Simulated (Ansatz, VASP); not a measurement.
# Ge in two plane-wave programs

Wanted: the spread between two codes on one cell, functional and k mesh. The cell is a member of a volume series, scaled by 0.96 from a relaxed one, so a pressure remains.

Program: Ansatz 0.2.0. Level of theory: plane waves, with VASP 6.6.1 beside it; single point at LDA. Results are calculated unless marked as measured.

### 1. Starting point

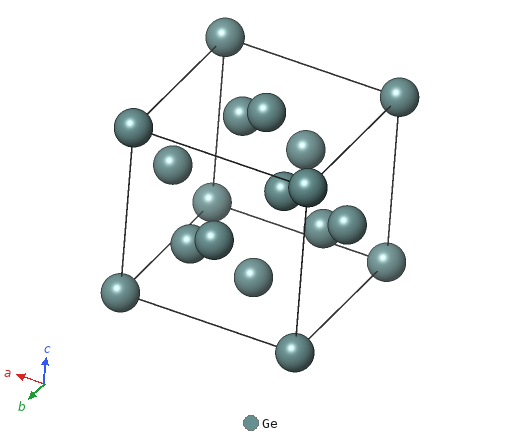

Start, viewed from a free direction; germanium teal. This picture shows the conventional cell, with its axes. Some periodic images of atoms are drawn too.

Coordinates:

```cif
data_structure
_symmetry_space_group_name_H-M 'P 1'
_symmetry_Int_Tables_number 1
_cell_length_a 3.9235
_cell_length_b 3.9235
_cell_length_c 3.9235
_cell_angle_alpha 60.000
_cell_angle_beta 60.000
_cell_angle_gamma 60.000
_cell_volume 42.71
loop_
_atom_site_label
_atom_site_type_symbol
_atom_site_fract_x
_atom_site_fract_y
_atom_site_fract_z
_atom_site_occupancy
Ge1 Ge 0.50000 0.50000 0.50000 1
Ge2 Ge 0.75000 0.75000 0.75000 1
```

### 2. Ansatz: single point, LDA

Ansatz runs on its default PAW (the set named soft_2) files.

With cell and atoms fixed, the geometry can't cause a difference; cores, projectors, grids and the points listed under the comparison can.

Input file input.yaml:

```yaml
crystal:
  lattice:
    - [0.0, 2.77432431, 2.77432431]
    - [2.77432431, 0.0, 2.77432431]
    - [2.77432431, 2.77432431, 0.0]
  atoms:
    - { symbol: Ge, position: [0.5, 0.5, 0.5] }
    - { symbol: Ge, position: [0.75, 0.75, 0.75] }
hamiltonian:
  xc: lda
  pseudopotentials: { kind: paw }
kpoints:
  mp_grid: { grid: [10, 10, 10] }
scf:
  occupations: { method: gaussian, width: 0.05 }
  n_extra_bands: 4
output:
  forces: true
  stress: true
  eigenvalues: true
```

Run with:

```bash
> ansatz run input.yaml --threads 2 --pin off --max-ram 4608MiB --backend cpu --events-out ev --progress --plain --runs-dir out
```

Numbers of over 12 decimals in the logs are rounded to 6 here.

Output:

```text
scf.n_extra_bands = 4 over 14 filled bands (N_el = 28.0): the run solves 18 bands
Engine: ansatz 0.2.0, aarch64-unknown-linux-gnu
Pseudopotentials: kind: paw
Pseudopotential: Ge, paw, valence charge 14, recommended cutoff 420 eV (normal), Ge.paw.azcp
Functional definition: SPW92
  exchange = slater_x
  correlation = pw_c
Crystal: 2 atoms, lattice volume = 42.707 Å³
Basis set: ecut = 420 eV, 869 PW (Γ)
Bands: 18, of which v1, the nominal top of the filled ones, is band 14 counted from 1 (13 counted from 0)
Symmetry: 48 space group operations
Space group: Fd-3m (ITA 227), of the structure as read, at distance tolerance 3.5e-5 Å
k-points: 47 of 1000
Non-local potential: Ge, projectors of the file, l = 0: 2, l = 1: 2, l = 2: 3, l = 3: 1
PAW form: soft (Blöchl's): semilocal exchange-correlation on the pseudo side does not see the compensation charge
PAW frozen core: Ge, regenerated for the run's functional, and the local potential with it (the file was generated under x = pbe(κ = 0.804, μ = 0.219515), c = pbe(β = 0.066725))
PAW one-centre angular grid: Ge, 590 points (default); XC on 64 Gauss nodes
Initial density: superposition of atomic densities (neutral atoms: chi_scale 0, normalization atom), corrected by the library's trained network
Initial wavefunctions: pseudopotential atomic-orbital guess
Functional: x = slater, c = lda
SCF iter   1: F=—  HF=-8431.423420 eV  |F-HF|=—  |Δ(HF+E_count)|=         —  Δρ=4.79e-3  dr2=3.78e-3  ethr=1.77e-3  ⟨swp⟩=6.0  Hψ=4032  notcnv=0
preconditioner: auto → none  [insulator: Δε(μ)=0.232 eV  Ē_g=23.727 eV  σ=0.050 eV  W_gap=1.00  n_scr=14 (ndim 8)  ℏωp=30.1 eV  f_vac=0.053  D(μ)=0.00/eV (n_scr^D=0)  ε∞_Penn≈2.6]
SCF iter   2: F=—  HF=-8431.421359 eV  |F-HF|=—  |Δ(HF+E_count)|=   2.06e-3  Δρ=2.46e-3  dr2=8.67e-4  ethr=1.35e-5  ⟨swp⟩=1.2  Hψ=1244  notcnv=0
SCF iter   3: F=—  HF=-8431.421272 eV  |F-HF|=—  |Δ(HF+E_count)|=   8.75e-5  Δρ=5.07e-4  dr2=5.81e-5  ethr=3.10e-6  ⟨swp⟩=2.0  Hψ=1316  notcnv=0
SCF iter   4: F=—  HF=-8431.421186 eV  |F-HF|=—  |Δ(HF+E_count)|=   8.55e-5  Δρ=1.07e-4  dr2=3.48e-6  ethr=2.08e-7  ⟨swp⟩=2.0  Hψ=1504  notcnv=0
SCF iter   5: F=—  HF=-8431.421183 eV  |F-HF|=—  |Δ(HF+E_count)|=   2.95e-6  Δρ=2.86e-5  dr2=1.27e-7  ethr=1.24e-8  ⟨swp⟩=2.0  Hψ=1499  notcnv=0
SCF iter   6: F=-8431.421183 eV  HF=-8431.421183 eV  |F-HF|=1.60e-8  |Δ(HF+E_count)|=   1.37e-7  Δρ=6.24e-6  dr2=6.95e-9  ethr=3.57e-10  ⟨swp⟩=4.0  Hψ=2656  notcnv=0
SCF 1 converged in 6 iterations: F = -8431.421183 eV  dr2 = 6.95e-9
  greatest PAW one-centre occupation: 0.998 electrons in one spin orbital (limit 2), on the Ge atom at site 1 (counted from 0), in its partial waves of l = 2
SCF converged after 6 iterations
Free energy (F): -8431.421183 eV
Harris-Foulkes:  -8431.421183 eV  (|F-HF|=1.60e-8)
Internal energy: -8431.421182 eV  (E = F + TS)
E sigma→0 (E₀):  -8431.421183 eV
Entropy (-TS):   -0.000001 eV (-0.001 meV/atom)
Fermi energy:    9.170485 eV
--- Per-component energies (eV) ---
  E_band       = -290.651973
  E_kinetic    = 225.764311
  E_local      = -4867.077563  (includes V_loc(G=0)·N_el)
  E_nonlocal   = 844.137578
  E_hartree    = 2136.602978
  E_xc         = -151.458147
  E_vxc        = -131.618342  (∫ρ·V_xc dr)
  E_paw        = -3883.202905  (= ΣΔE_a)
  E_vpaw       = -635.071771  (= ΣTr[D̂ρ^β])
  E_aug_tail   = 0.000828  (compensation charges beyond the density's cutoff)
  E_ewald      = -2740.004915
  E_core_change = 3.816652  (= ΣΔE_core)
  E_smearing   = -0.000001  (= −TS)
  E_closure    = 0.000000  (closes the sum)
  Σ components = -8431.421183   (vs F -8431.421183, Δ=0.00e0)
--- Forces (eV/Å), atoms counted from 1 ---
  atom   1  Ge    -0.00000000     0.00000000     0.00000000
  atom   2  Ge    -0.00000000     0.00000000    -0.00000000
  max |Σ_I F_I| component: 5.09e-17 eV/Å
--- Stress (GPa, compression-positive) ---
        3.070747       0.000000      -0.000000
        0.000000       3.070747      -0.000000
        0.000000       0.000000       3.070747
  P = ⅓ Tr σ = 3.0707 GPa (30.707 kbar)
--- Band table (eV; the first three rows and the last of 47) ---
  k-point 0: bands = [... 10 lower, -4.2192, 9.0573, 9.0573, 9.0573, 9.4080, 11.6083, 11.6083, 11.6083]
  k-point 1: bands = [... 10 lower, -4.0903, 7.2209, 8.8071, 8.8071, 10.2480, 11.9387, 11.9387, 12.2780]
  k-point 2: bands = [... 10 lower, -3.7104, 5.1653, 8.3350, 8.3350, 9.9962, 12.5285, 12.5285, 13.9811]
  k-point 46: bands = [... 10 lower, -0.0084, -0.0084, 4.9261, 4.9261, 12.4476, 12.4476, 14.9195, 14.9195]
```

The job ended after 1.7 s (2 threads of Arm Neoverse V1, shared host; peak memory 0.3 GiB; 2.5 s of CPU time).

The run ends at a pressure of 3.07 GPa.

### 3. VASP: single point, LDA

The same cell, functional (in two slightly different forms), mesh and smearing now go to VASP, with its own data sets and cutoff.

Lines of VASP's logs that name or quote its potential files are left out, and so is its time.

The input asks for a relaxation, which ended at its first step since no free force or stress exceeded the threshold; so it serves as a single point.

Input file INCAR:

```
SYSTEM = Ge
PREC = Accurate
ENCUT = 500
EDIFF = 1E-07
NELM = 100
ISMEAR = 0
SIGMA = 0.05
LREAL = .FALSE.
ALGO = Normal
GGA = CA
NBANDS = 20
LORBIT = 11
LWAVE = .FALSE.
LCHARG = .FALSE.
KPAR = 4
IBRION = 2
NSW = 50
ISIF = 4
EDIFFG = -0.003
```

Input file POSCAR:

```
Ge
1.0
    0.0000000000      2.7743243090      2.7743243090
    2.7743243090      0.0000000000      2.7743243090
    2.7743243090      2.7743243090      0.0000000000
Ge
2
Direct
    0.5000000000      0.5000000000      0.5000000000
    0.7500000000      0.7500000000      0.7500000000
```

Input file KPOINTS:

```
Automatic mesh
0
Gamma
10 10 10
0 0 0
```

PAW data sets: Ge_d (LDA family, release 64).

Run with:

```bash
> mpirun -np 4 vasp_std
```

Output:

```text
[banner, memory and clock lines left out]
running    4 mpi-ranks, on    1 nodes
 distrk:  each k-point on    1 cores,    4 groups
 distr:  one band on    1 cores,    1 groups

 POSCAR found type information on POSCAR Ge
 POSCAR found :  1 types and       2 ions
 LDA part: xc-table for (Slater(with rela. corr.)+CA(PZ))
 , standard interpolation
 POSCAR, INCAR and KPOINTS ok, starting setup
 FFT: planning ... GRIDC
 FFT: planning ... GRID_SOFT
 FFT: planning ... GRID
 WAVECAR not read
 entering main loop
       N       E                     dE             d eps       ncg     rms          rms(c)
DAV:   1     0.179945109958E+03    0.17995E+03   -0.14546E+04  2012   0.377E+03
DAV:   2     0.138232269298E+02   -0.16612E+03   -0.16186E+03  1880   0.572E+02
DAV:   3    -0.982986284704E+01   -0.23653E+02   -0.23481E+02  2128   0.142E+02
DAV:   4    -0.105609880933E+02   -0.73113E+00   -0.73066E+00  2100   0.294E+01
DAV:   5    -0.105726230688E+02   -0.11635E-01   -0.11635E-01  2112   0.394E+00    0.356E+00
DAV:   6    -0.104370463029E+02    0.13558E+00   -0.43702E-02  2048   0.165E+00    0.204E+00
DAV:   7    -0.103699502353E+02    0.67096E-01   -0.86545E-02  2044   0.215E+00    0.145E-01
DAV:   8    -0.103706949439E+02   -0.74471E-03   -0.60494E-03  2060   0.831E-01    0.434E-02
DAV:   9    -0.103707246106E+02   -0.29667E-04   -0.91066E-05  2160   0.934E-02    0.136E-02
DAV:  10    -0.103707210354E+02    0.35753E-05   -0.91179E-06  2436   0.466E-02    0.439E-03
DAV:  11    -0.103707208453E+02    0.19004E-06   -0.11467E-06  2052   0.802E-03    0.176E-03
DAV:  12    -0.103707208322E+02    0.13074E-07   -0.82845E-08  1380   0.548E-03
   1 F= -.10370721E+02 E0= -.10370721E+02  d E =-.103707E+02
 curvature:   0.00 expect dE= 0.000E+00 dE for cont linesearch  0.000E+00
 trial: gam= 0.00000 g(F)=  0.292E-46 g(S)=  0.470E-33 ort = 0.000E+00 (trialstep = 0.100E+01)
 search vector abs. value=  0.100E-09
 reached required accuracy - stopping structural energy minimisation
```

From OUTCAR (step 3):

```text
ion  position               nearest neighbor table
   1  0.500  0.500  0.500-   2 2.40   2 2.40   2 2.40   2 2.40
   2  0.750  0.750  0.750-   1 2.40   1 2.40   1 2.40   1 2.40

  LATTYP: Found a face centered cubic cell.
 ALAT       =     5.5486486180

 Subroutine GETGRP returns: Found 48 space group operations
 (whereof 24 operations were pure point group operations)

The static configuration has the point symmetry T_d .
 The point group associated with its full space group is O_h .

 Found     47 irreducible k-points:

   k-points           NKPTS =     47   k-points in BZ     NKDIM =     47   number of bands    NBANDS=     20

   dimension x,y,z NGX =    30 NGY =   30 NGZ =   30
   dimension x,y,z NGXF=    60 NGYF=   60 NGZF=   60

   ENCUT  =  500.0 eV  36.75 Ry    6.06 a.u.   7.15  7.15  7.15*2*pi/ulx,y,z

   NELECT =      28.0000    total number of electrons

 k-points in reciprocal lattice and weights: Automatic mesh
   0.00000000  0.00000000  0.00000000       0.001
   0.10000000  0.00000000  0.00000000       0.008
   0.20000000  0.00000000  0.00000000       0.008
   0.30000000  0.00000000  0.00000000       0.008
   0.40000000  0.00000000  0.00000000       0.008
   0.50000000  0.00000000  0.00000000       0.004
   0.10000000  0.10000000  0.00000000       0.006
   0.20000000  0.10000000  0.00000000       0.024
   0.30000000  0.10000000  0.00000000       0.024
[...]
-0.30000000  0.40000000  0.20000000       0.024
  -0.30000000  0.50000000  0.20000000       0.012

 average (electrostatic) potential at core
       1 -74.8869       2 -74.8869

 E-fermi :   5.4365

 k-point     1 :       0.0000    0.0000    0.0000
  band No.  band energies     occupation
    ...
     10     -19.4150      2.00000
     11      -7.9505      2.00000
     12       5.3122      1.99956
     13       5.3122      1.99956
     14       5.3122      1.99956
     15       5.7109      0.00000
     16       7.8626      0.00000
     17       7.8626      0.00000
     18       7.8626      0.00000
     19      11.6669      0.00000
    ...

 k-point     2 :       0.1000    0.0000    0.0000
  band No.  band energies     occupation
    ...
     10     -19.4073      2.00000
     11      -7.8216      2.00000
     12       3.4912      2.00000
     13       5.0614      2.00000
     14       5.0614      2.00000
     15       6.5285      0.00000
     16       8.1938      0.00000
     17       8.1938      0.00000
     18       8.5405      0.00000
     19      12.3496      0.00000
    ...

 k-point     3 :       0.2000    0.0000    0.0000
  band No.  band energies     occupation
    ...
     10     -19.3971      2.00000
     11      -7.4415      2.00000
     12       1.4332      2.00000
     13       4.5888      2.00000
     14       4.5888      2.00000
     15       6.2724      0.00000
     16       8.7846      0.00000
     17       8.7846      0.00000
     18      10.2510      0.00000
     19      13.3376      0.00000
    ...

  Total        0.8456665      0.8456665      0.8456665      0.0000000      0.0000000      0.0000000
  in kB       31.7254684     31.7254684     31.7254684      0.0000000      0.0000000      0.0000000
  external PRESSURE =      31.7254684 kB  Pullay stress =       0.0000000 kB

  energy-cutoff  :      500.00
  volume of cell :       42.71
      direct lattice vectors                 reciprocal lattice vectors
     0.000000000  2.774324309  2.774324309    -0.180224063  0.180224063  0.180224063
     2.774324309  0.000000000  2.774324309     0.180224063 -0.180224063  0.180224063
     2.774324309  2.774324309  0.000000000     0.180224063  0.180224063 -0.180224063

 POSITION                                       TOTAL-FORCE (eV/Angst)
 -----------------------------------------------------------------------------------
      2.77432      2.77432      2.77432        -0.000000      0.000000     -0.000000
      4.16149      4.16149      4.16149         0.000000     -0.000000      0.000000
 -----------------------------------------------------------------------------------
    total drift:                                0.000000     -0.000000     -0.000000

  FREE ENERGIE OF THE ION-ELECTRON SYSTEM (eV)
  ---------------------------------------------------
  free  energy   TOTEN  =       -10.3707208322 eV

  energy  without entropy=      -10.3707204805  energy(sigma->0) =      -10.37072066

 reached required accuracy - stopping structural energy minimisation

 total charge
# of ion       s       p       d       tot
------------------------------------------
    1        1.135   1.328  10.033  12.496
    2        1.135   1.328  10.033  12.496
--------------------------------------------------
tot          2.270   2.656  20.065  24.991

[... 3 further parts left out ...]
```

CONTCAR:

```
Ge
   1.00000000000000
     0.0000000000000000    2.7743243089999998    2.7743243089999998
     2.7743243089999998    0.0000000000000000    2.7743243089999998
     2.7743243089999998    2.7743243089999998    0.0000000000000000
  Ge
     2
Direct
     0.5000000000000000    0.5000000000000000    0.5000000000000000
     0.7500000000000000    0.7500000000000000    0.7500000000000000
```

### 4. Comparison

Known differences besides the PAW data sets themselves: the two LDA forms differ slightly; the cutoff is 420 eV in Ansatz and 500 eV in VASP; Ansatz makes its cores anew for this functional, VASP keeps those of its LDA data sets. Total energies have different zeros and are not compared.

Compared:

```
              quantity  Ansatz   VASP  difference
        pressure (GPa)    3.07   3.17       -0.10
gap on the k mesh (eV)   0.229  0.251      -0.022
```

Ansatz's pressure holds a Pulay correction of 0.03 GPa; VASP's holds none.

### 5. VASP: single point, LDA

A single point gives forces, pressure and levels at one fixed geometry, so differences don't come from the geometry; what else differs is listed under the comparison. The cell compared in this pair holds 40.93 Å³, against 42.71 Å³ for the pair before.

The input asks for a relaxation, which ended at its first step since no free force or stress exceeded the threshold; so it serves as a single point.

INCAR is that of step 3.

Input file POSCAR:

```
Ge
1.0
    0.0000000000      2.7352441132      2.7352441132
    2.7352441132      0.0000000000      2.7352441132
    2.7352441132      2.7352441132      0.0000000000
Ge
2
Direct
    0.5000000000      0.5000000000      0.5000000000
    0.7500000000      0.7500000000      0.7500000000
```

KPOINTS is that of step 3.

Run with:

```bash
> mpirun -np 4 vasp_std
```

Output:

```text
[... set-up lines as in an earlier step ...]
 entering main loop
       N       E                     dE             d eps       ncg     rms          rms(c)
DAV:   1     0.181677247041E+03    0.18168E+03   -0.14643E+04  2068   0.386E+03
DAV:   2     0.142985868524E+02   -0.16738E+03   -0.16261E+03  1880   0.590E+02
DAV:   3    -0.978430428036E+01   -0.24083E+02   -0.23910E+02  2120   0.142E+02
DAV:   4    -0.105247365558E+02   -0.74043E+00   -0.73965E+00  2104   0.293E+01
[...]
DAV:  10    -0.103122891890E+02    0.34038E-05   -0.80927E-06  2204   0.437E-02    0.415E-03
DAV:  11    -0.103122889163E+02    0.27276E-06   -0.14020E-06  2060   0.756E-03    0.158E-03
DAV:  12    -0.103122888847E+02    0.31529E-07   -0.93715E-08  1328   0.608E-03
   1 F= -.10312289E+02 E0= -.10312289E+02  d E =-.103123E+02
[...]
reached required accuracy - stopping structural energy minimisation
```

OUTCAR, selected parts (step 5):

```text
  Total        1.8603866      1.8603866      1.8603866     -0.0000000      0.0000000     -0.0000000
  in kB       72.8275171     72.8275171     72.8275171     -0.0000000      0.0000000     -0.0000000
  external PRESSURE =      72.8275171 kB  Pullay stress =       0.0000000 kB

 POSITION                                       TOTAL-FORCE (eV/Angst)
 -----------------------------------------------------------------------------------
      2.73524      2.73524      2.73524         0.000000      0.000000      0.000000
      4.10287      4.10287      4.10287        -0.000000     -0.000000     -0.000000
 -----------------------------------------------------------------------------------
    total drift:                                0.000000      0.000000      0.000000

  FREE ENERGIE OF THE ION-ELECTRON SYSTEM (eV)
  ---------------------------------------------------
  free  energy   TOTEN  =       -10.3122888847 eV

  energy  without entropy=      -10.3122888812  energy(sigma->0) =      -10.31228888

[... 2 parts as in an earlier step ...]

[... 2 further parts left out ...]
[key lines of the parts left out:]
E-fermi :   5.9292
```

(Part 1 of 2 ends here.)

[Lines on the potential files, build, host, timing and source positions are cut from VASP's logs without a mark.]

[Logs are printed without paths, hosts, clocks, repeated set-up lines and the standing remarks that a program may print on its own settings, such as how far it seeks lower states.]

[Hosts, paths, dates, database ids (printed as entryN), source tags and the programs' standing remarks are cut or masked in the printed files.]
